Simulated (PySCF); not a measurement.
# CHBCl3N, SMILES `C#N.ClB(Cl)Cl`: electronic structure

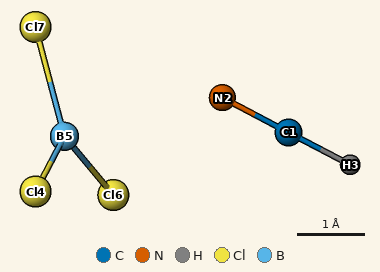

The molecule, with its atoms numbered as below. The pair's geometry is semi-empirical, so its contact may be too short or too long.

Cartesian coordinates (Å):

```
C1       2.9035    0.0149    0.6223
N2       1.8157    0.0207    0.9563
H3       3.9160    0.0103    0.3155
Cl4     -0.4512   -1.6981   -0.4718
B5      -0.5683   -0.0037   -0.1619
Cl6     -0.0256    1.1170   -1.3638
Cl7     -1.3588    0.5678    1.2512
```

Part 1: Bonding charge

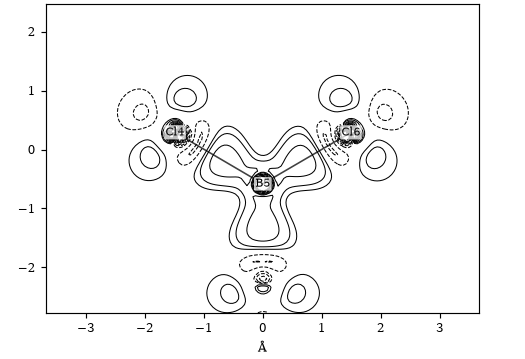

Deformation density (molecule less spherical, spin-averaged free atoms) in the plane of Cl4, B5 and Cl6; contours at ±0.05 to ±0.8 e/Å³; solid lines: gain, dashed lines: loss.

PySCF calculation, BP86/def2-SVPD, gas phase; geometry: GFN2-xTB.

**How much density has each bond in this plane gained at its critical point, relative to the free atoms?**

Cl4–B5: +0.25 e/Å³ at the bond critical point (bond length 1.73 Å). B5–Cl6: +0.24 e/Å³ at the bond critical point (bond length 1.73 Å). In all, 1.5 electrons gather in the regions of gain relative to the promolecule.

**Where do the Hirshfeld charges lie?**

The highest Hirshfeld charge is on H3 (+0.13 e), the lowest on N2 (−0.13 e).

Part 2: Local ionisation energy

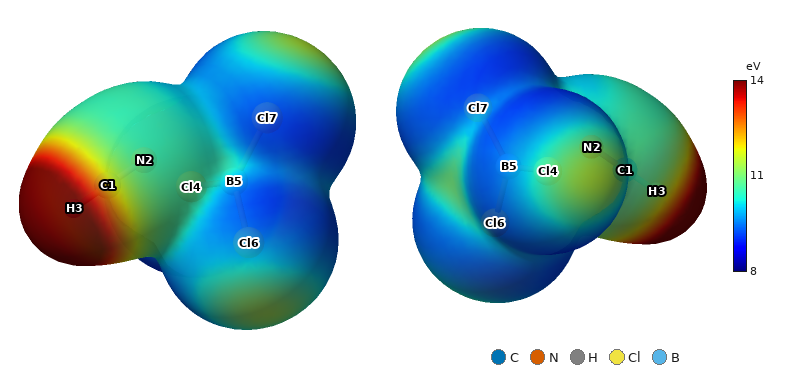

Average local ionisation energy on the surface of electron density 0.001 a.u. (back view left, front view right).

**Where are the most loosely bound electrons on this surface?**

The lowest value is 9.0 eV, 2.1 Å from Cl7. For comparison, the highest occupied orbital lies at −7.4 eV.

Part 3: Weak contacts

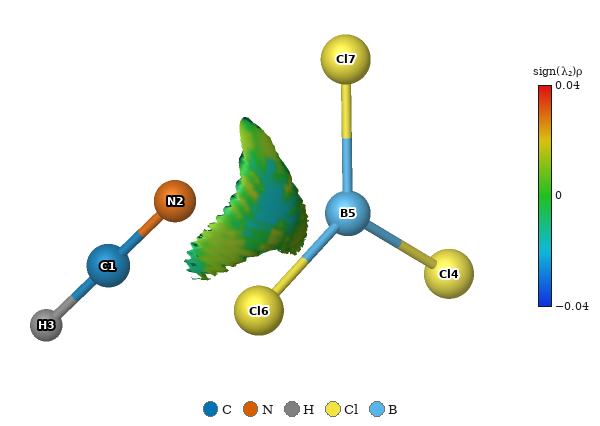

Non-covalent interaction surfaces between the fragments (reduced density gradient s = 0.4, coloured by sign(λ₂)ρ in a.u.; trimmed to the region between the fragments where ρ is under 0.06 a.u.). Fragment A: HCN (atoms 1–3); fragment B: BCl3.

Computed with PySCF, BP86/def2-SVPD, geometry: GFN2-xTB.

**Which interactions hold the two fragments together?**

Bond critical points between the fragments: N2···B5, 2.63 Å, ρ = 0.017 a.u. It appears blue-green. The pose is a local one from a semi-empirical search, not shown to be the most stable.

**How strongly are they bound?**

The counterpoise-corrected interaction energy of the frozen fragments is +2.1 kcal/mol without dispersion correction and −1.2 kcal/mol with D3(BJ). The pair geometry is semi-empirical, not a minimum at this level.
